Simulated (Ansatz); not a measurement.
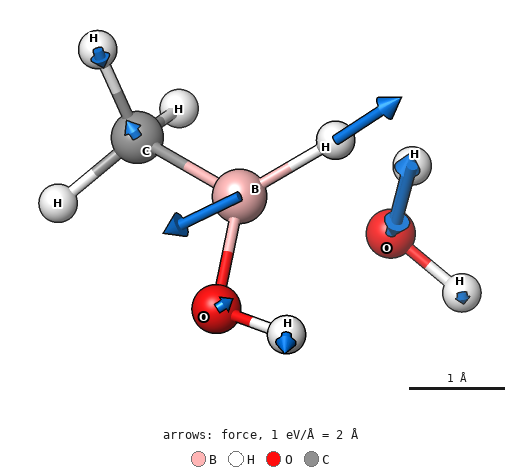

Starting geometry of CH7BO2 with the computed forces as blue arrows. Style: ball-and-stick. Shown from a free direction.

The run prepares an end point of a later path (reaction) calculation, from a guessed geometry.

All numbers below come from RKS LDA/def2-mTZVP in Ansatz. (no spin polarisation; force threshold 0.03 eV/Å; at most 50 steps)

### Is this structure relaxed? If not, where do the atoms go?

It isn't relaxed: the largest force vector, on an O atom, is 0.59 eV/Å. The final displacements have little in common with the starting forces (cosine between the two patterns 0.13). Over 11 accepted moves (14 points after the start) the energy falls by 4.79 kcal/mol. Largest force component: 0.48 eV/Å at the start, 0.027 eV/Å at the end. The line search rejected the trial steps at points 8, 11, 13 of the run. The largest move after the best rigid fit is that of an H atom, 1.18 Å. Largest moves by element: H 1.18 Å, O 0.49 Å, B 0.39 Å, C 0.11 Å. Among the contacts that change: B–O 2.610 → 1.813 Å, B–O 1.356 → 1.416 Å, B–H 1.204 → 1.225 Å, B–C 1.545 → 1.566 Å. Bond angles that change, for instance: O–B–C 119.7° → 115.1°, B–C–H 110.7° → 113.2°, H–B–C 121.7° → 119.6°. Cost: 19 s on 2 threads of Arm Neoverse V1, on a shared host, peak memory 0.13 GiB.
